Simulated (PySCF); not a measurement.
## Electronic structure of C3H10Ge (GeH2MeEt) in real space

```tsv
atom	x (Å)	y (Å)	z (Å)
Ge	0.4812	0.7213	0.3648
H	0.5185	0.7181	1.9113
H	1.9425	0.7152	-0.1417
C	-0.4404	2.3227	-0.2735
H	0.0401	3.2323	0.1151
H	-1.4899	2.3162	0.0561
H	-0.4209	2.3630	-1.3725
C	-0.4241	-0.9064	-0.2550
C	0.2941	-2.1937	0.1290
H	-0.5369	-0.8319	-1.3497
H	-1.4455	-0.8909	0.1610
H	-0.2423	-3.0857	-0.2328
H	1.3119	-2.2311	-0.2910
H	0.3922	-2.2931	1.2220
```

Geometry: PBE0-D3(BJ)/def2-SVP.

Theory: B3LYP/def2-SVPD, SCF density, gas phase (PySCF).

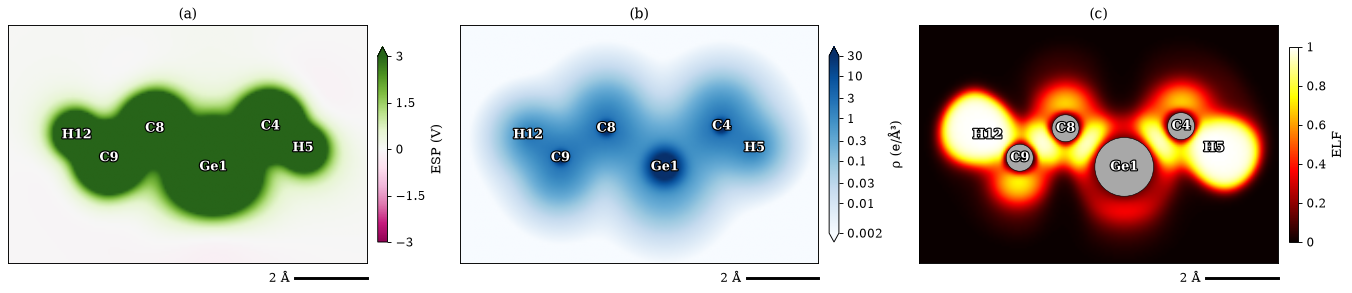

Figure 1. (a) electrostatic potential; (b) total electron density; (c) electron localisation function on the plane of atoms C4, Ge1 and C8. Grey discs cover the atomic cores in the ELF map.

Q: Interpret the plot.

A:
- The plane passes through Ge, C and H nuclei.
- C–C (1.52 Å): ρ is about 1.6 e/Å³ halfway; the ELF peaks at about 0.95 between the atoms; localised, covalent bonding.
- C–Ge (1.95 Å): ρ at the midpoint is about 0.88 e/Å³; the ELF peaks at about 0.95 in the valence shell of C, 0.7 Å from its nucleus, and is about 0.70 at the midpoint.
- C–H (1.10 Å): ρ at the midpoint is about 1.9 e/Å³; the ELF climbs to about 1 towards the hydrogen, as it does in any bond to H: a covalent bond by its length.
- The potential has no marked negative region in this plane.

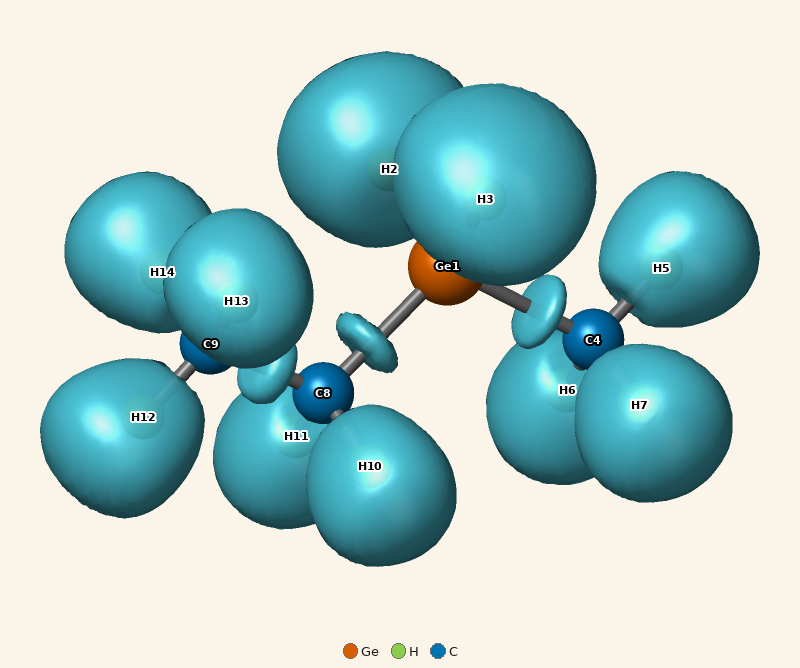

Figure 2. Isosurface of the ELF at 0.85 (cyan), seen at a tilt. Only the valence region is drawn (cores and ρ < 0.01 e/Å³ removed).

Q: What do the ELF domains correspond to?

A: The ELF exceeds this value in one region between bonded C–C atoms (shared pairs), ten regions around hydrogen nuclei and two lobes of the valence shell of C pointing towards Ge (polar bonds).

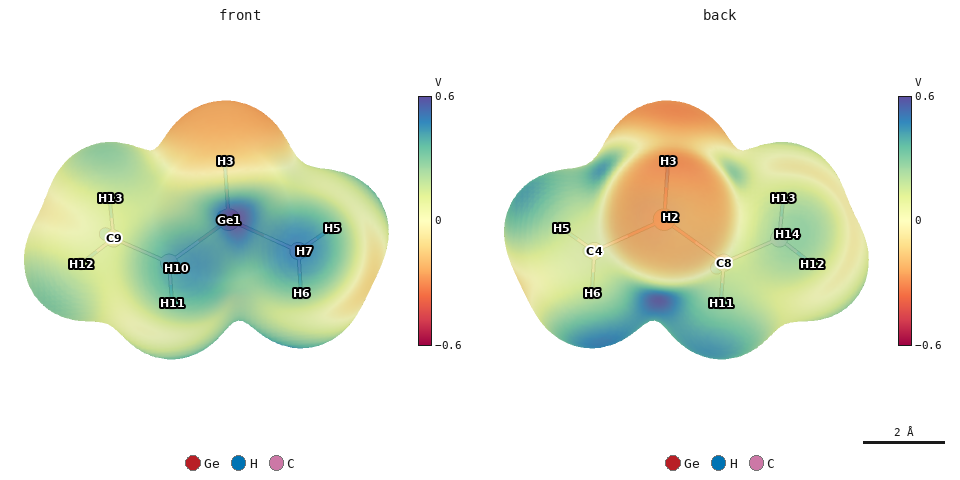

Figure 3. The electrostatic potential painted on the density surface at 0.001 e/bohr³, seen from the front and from behind; the colour scale runs from red (negative) to blue (positive).

Q: Which sites attract a positive test charge, and which a negative one?

A: A positive charge is drawn to the negative regions and a negative charge to the positive ones. The most negative region (about −0.3 V) lies over H2 and H3, the most positive (about +0.5 V) over Ge1.

Q: How polar is the molecule by this calculation?

A: Its dipole moment is 0.77 D.
